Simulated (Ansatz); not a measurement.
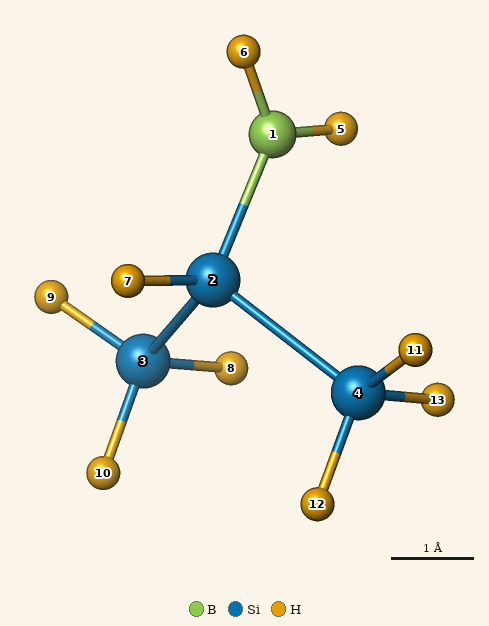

*The input geometry (ball-and-stick view, seen at a tilt; atoms are numbered from 1 in the order of the input).*

Bond lengths as drawn: B–H 1.19 to 1.20 Å, B–Si 1.99 Å, H–Si 1.49 Å and Si–Si 2.35 Å.

**BSi3H9: single-point calculation**

- system: BSi3H9, SMILES B[SiH]([SiH3])[SiH3]
- method: RKS wB97X-V/def2-TZVPP (Ansatz 0.2.0)

The geometry comes from this level: PBE0-D4/def2-TZVP.

**What the program printed**
```
Functional definition: wB97X-V
  name "wB97X-V"
  cite "Mardirossian & Head-Gordon, Phys. Chem. Chem. Phys. 16, 9904 (2014) doi:10.1039/C3CP54374A"
  cite "Becke, J. Chem. Phys. 107, 8554 (1997) doi:10.1063/1.475007"
  cite "Vydrov & Van Voorhis, J. Chem. Phys. 133, 244103 (2010) doi:10.1063/1.3521275"
  parameter omega = 0.3/bohr
  parameter cx = 0.167
  parameter cx1 = 0.603
  parameter cx2 = 1.194
  parameter css0 = 0.556
  parameter css1 = -0.257
  parameter cos0 = 1.219
  parameter cos1 = -1.850
  parameter b = 6.0
  parameter c = 0.01
  exchange = spin_sum(e_x_unif_sr(omega)*poly(b97_u_x, 1 - cx, cx1, cx2)) + cx*exact_x_sr(omega) + exact_x_lr(omega)
  correlation = spin_sum(e_c_pw_same_spin*poly(b97_u_same, css0, css1))
      + integral(e_c_pw_opposite_spin*poly(b97_u_opposite, cos0, cos1)) + vv10(b, c)
1573 factors; their error is unknown
391 factors; integrals over basis functions are off by at most 1.1e-5 eV
mean field evaluation 1: about -24450.8373 eV, gradient 1.4e1 eV
mean field evaluation 2: about -24451.6257 eV, gradient 5.0e0 eV
mean field evaluation 4: about -24451.7361 eV, gradient 3.4e-1 eV
mean field evaluation 8: about -24451.7495 eV, gradient 3.7e-2 eV
mean field evaluation 16: about -24451.7595 eV, gradient 2.9e-5 eV
mean field -24451.75951529 eV, -898.5855881891 hartree, gradient 2.9e-5 eV, S^2 0.000000; 0 other end points of the search recorded, 0 dependent functions left out
reference -24451.75951232 eV, -898.5855880799 hartree; 28, 28 occupied and 255, 255 virtual orbitals, 1573 factors
Total energy: -24451.75951232 eV, -898.5855880799 hartree
```

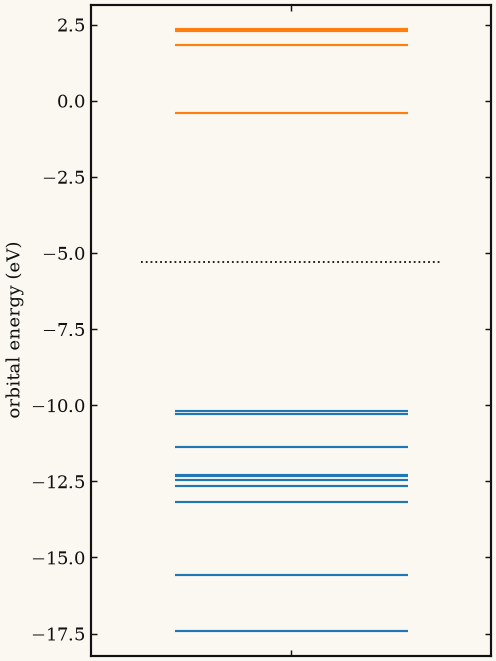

*Orbital energies near the frontier; the dotted line parts filled from empty levels, and levels within 0.02 eV of each other stand side by side.*

Highest filled −10.20 eV, lowest empty −0.41 eV, 9.79 eV apart.

This output came from the following input.

**Input**
```yaml
crystal:
  periodic: [false, false, false]
  atoms:
    - {symbol: B, position_ang: [-0.295504, 1.876568, -1.032699]}
    - {symbol: Si, position_ang: [0.433114, 0.065839, -0.650436]}
    - {symbol: Si, position_ang: [1.388364, 0.083356, 1.491183]}
    - {symbol: Si, position_ang: [-1.361318, -1.435039, -0.485128]}
    - {symbol: H, position_ang: [-1.095611, 2.344089, -0.275724]}
    - {symbol: H, position_ang: [0.024920, 2.525626, -1.983316]}
    - {symbol: H, position_ang: [1.426614, -0.453675, -1.633842]}
    - {symbol: H, position_ang: [0.356174, 0.493674, 2.480488]}
    - {symbol: H, position_ang: [2.531024, 1.032647, 1.573620]}
    - {symbol: H, position_ang: [1.878011, -1.276811, 1.843251]}
    - {symbol: H, position_ang: [-2.122168, -1.522356, -1.760760]}
    - {symbol: H, position_ang: [-0.860249, -2.792914, -0.140186]}
    - {symbol: H, position_ang: [-2.282871, -0.975605, 0.588249]}
basis:
  gaussian: {orbitals: def2-TZVPP}
hamiltonian: {xc: {name: wB97X-V}}
output: {orbitals: {seedname: orbitals}}
```

Launch command:
```bash
ansatz run in.yaml --threads 4 --pin off --events-out ev --progress --plain --max-ram 10444MiB
```

**Summary**

- outcome: converged
- total energy: −24451.7595 eV
- SCF solution under orbital rotations: stable
- HOMO: −10.20 eV
- LUMO: −0.41 eV
- hardware: 4 threads of Arm Neoverse V2, 23 GiB of memory available, shared host
- wall time: 8 s (CPU time 31 s)
- peak memory: 0.99 GiB
